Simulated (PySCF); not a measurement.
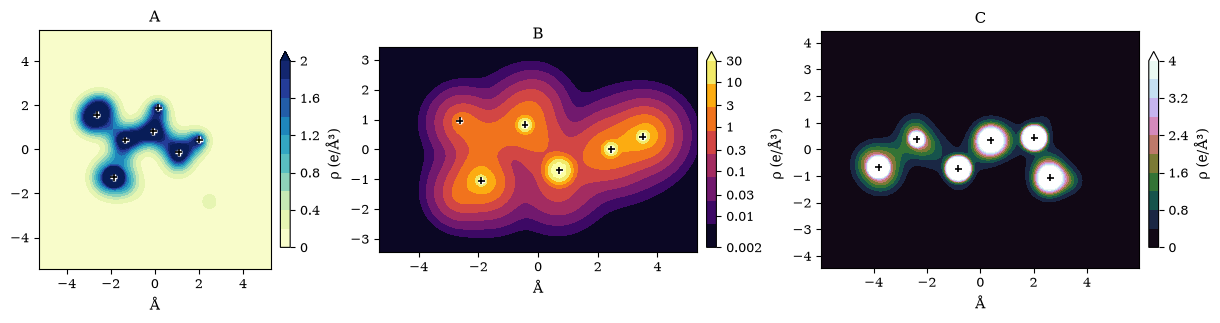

The electron density of 3 systems, each on a plane through atoms (crosses mark nuclei in the plane).

The calculation used PBE0/pcSseg-1, SCF density, gas phase, non-relativistic (PySCF 2.14.0).

System 1: C$_{3}$H$_{7}$ClO$_{3}$Si$_{2}$, the plane of atoms O6, Si7 and C8. Geometry: GFN2-xTB.

```json
{"atom": "C", "x (Å)": "-3.0137", "y (Å)": "1.6860", "z (Å)": "0.8667"}
{"atom": "C", "x (Å)": "-2.3664", "y (Å)": "0.7400", "z (Å)": "0.5083"}
{"atom": "Si", "x (Å)": "-1.3746", "y (Å)": "-0.7264", "z (Å)": "-0.0433"}
{"atom": "O", "x (Å)": "-1.6844", "y (Å)": "-1.1477", "z (Å)": "-1.5719"}
{"atom": "O", "x (Å)": "-1.6510", "y (Å)": "-2.0238", "z (Å)": "0.8942"}
{"atom": "O", "x (Å)": "0.1881", "y (Å)": "-0.2805", "z (Å)": "0.0522"}
{"atom": "Si", "x (Å)": "1.4923", "y (Å)": "0.0221", "z (Å)": "-0.8524"}
{"atom": "C", "x (Å)": "2.7833", "y (Å)": "0.6459", "z (Å)": "0.4062"}
{"atom": "Cl", "x (Å)": "4.2875", "y (Å)": "1.0194", "z (Å)": "-0.4668"}
{"atom": "H", "x (Å)": "-3.5806", "y (Å)": "2.5164", "z (Å)": "1.1766"}
{"atom": "H", "x (Å)": "-2.4018", "y (Å)": "-1.7467", "z (Å)": "-1.7602"}
{"atom": "H", "x (Å)": "-1.3773", "y (Å)": "-2.0247", "z (Å)": "1.8064"}
{"atom": "H", "x (Å)": "1.9681", "y (Å)": "-1.2122", "z (Å)": "-1.4723"}
{"atom": "H", "x (Å)": "1.1968", "y (Å)": "1.0696", "z (Å)": "-1.8245"}
{"atom": "H", "x (Å)": "2.4833", "y (Å)": "1.5627", "z (Å)": "0.9090"}
{"atom": "H", "x (Å)": "3.0428", "y (Å)": "-0.0911", "z (Å)": "1.1629"}
```

System 2: C$_{5}$H$_{9}$ClSSi, the plane of atoms C4, C5 and Cl6. Geometry: GFN2-xTB.

```xyz
17

C    -2.1093    0.5083   -0.1858
C    -0.6033    0.3397   -0.3700
C    -0.1870   -1.1218   -0.1156
C     1.2418   -1.3519   -0.4920
C     2.2593   -0.7486    0.1121
Cl    3.8925   -1.0510   -0.3702
S     2.0986    0.3725    1.4641
Si    0.3858    1.4984    0.7754
H    -2.6544   -0.1386   -0.8714
H    -2.4042    1.5370   -0.3790
H    -2.4038    0.2540    0.8297
H    -0.3650    0.5713   -1.4140
H    -0.3313   -1.3506    0.9453
H    -0.8244   -1.7909   -0.6959
H     1.4491   -2.0162   -1.3173
H     0.8679    2.6798    0.0657
H    -0.3193    1.8206    2.0089
```

System 3: C$_{3}$H$_{8}$N$_{2}$Si, the plane of atoms C2, Si3 and C4. Geometry: GFN2-xTB.

```xyz
14

N    -3.8318    1.0051    0.3634
C    -2.7731    0.5848    0.4917
Si   -1.0451   -0.1119    0.7230
C    -0.0361    0.6090   -0.7249
C     1.1980   -0.2744   -0.8182
N     1.5347   -0.6482    0.5500
H    -1.2039   -1.5611    0.6285
H    -0.6314    0.3776    2.0373
H    -0.5830    0.6199   -1.6660
H     0.2527    1.6395   -0.5141
H     2.0241    0.2178   -1.3542
H     0.9482   -1.1918   -1.3562
H     1.9421    0.1429    1.0368
H     2.2040   -1.4098    0.5808
```

Match each panel to its system.

Answer. Panel A is system 2, C$_{5}$H$_{9}$ClSSi: the plane holds C, Cl, S and H. C–C (1.33 Å): ρ at the midpoint is about 2.3 e/Å³. Panel B is system 3, C$_{3}$H$_{8}$N$_{2}$Si: the plane holds N, C, Si and H. C–N (1.15 Å): ρ is about 3.6 e/Å³ halfway. Panel C is system 1, C$_{3}$H$_{7}$ClO$_{3}$Si$_{2}$: the plane holds Si, O, C and Cl. Si–O (1.62 Å): ρ at the midpoint is about 1.2 e/Å³.
